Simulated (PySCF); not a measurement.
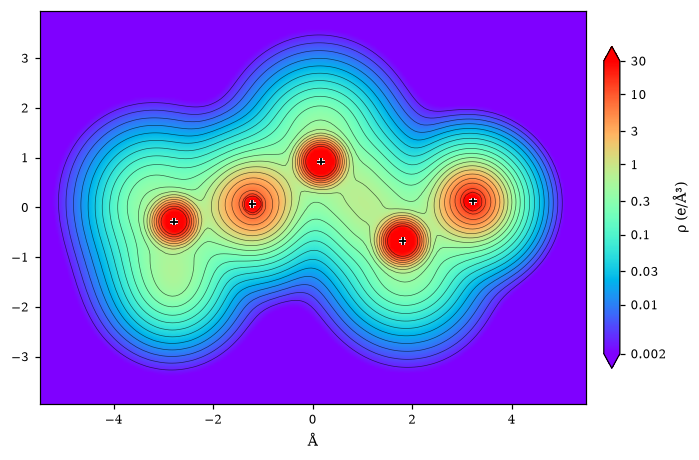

The total electron density on a plane through atoms (crosses mark nuclei in the plane).

All numbers below come from CAM-B3LYP/def2-SVPD, SCF density, gas phase in PySCF.

Candidates:
A. FH₇OSi₃ (SMILES F[SiH2][SiH2]O[SiH3])
B. C₅H₆F₂O (SMILES FCOC1=CC[C@H]1F)

Q: Which candidate gave the map?

A: Candidate A: FH₇OSi₃ on the plane of atoms F1, Si2 and Si3, which holds F, Si and O. Si–O (1.62 Å): ρ is about 1.1 e/Å³ halfway. Si–F (1.62 Å): the density is about 1 e/Å³ at the midpoint.
